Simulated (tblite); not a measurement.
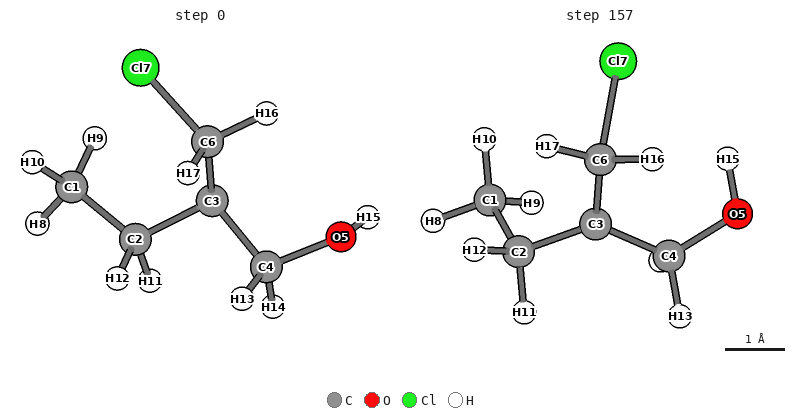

The structure of C$_{5}$H$_{10}$ClO (multiplicity 2) before (left) and after (right) a relaxation, at one scale.

A ball-and-stick model, seen at a tilt.

Computed with GFN2-xTB geometry optimisation, gas phase (tblite). 

Describe what moved and what it gained.

Answer. After 157 geometry steps the energy has fallen by 31.5 kcal/mol. The largest moves after the best rigid fit, 1.33 Å, are those of Cl7 and H9. By element the largest moves are Cl 1.33 Å, H 1.32 Å, C 0.81 Å, O 0.65 Å. Near-neighbour distances that change, for instance: C6–Cl7 1.767 → 1.966 Å, C3–C6 1.523 → 1.424 Å, C6–H16 1.131 → 1.085 Å, C3–C4 1.538 → 1.493 Å. Bond angles that change, for instance: C4–C3–C6 105.3° → 119.6°, C2–C3–C4 105.8° → 118.2°, Cl7–C6–H17 112.4° → 101.6°. Groups turn about C1–C2 by about 25°, C4–O5 by about 20°.
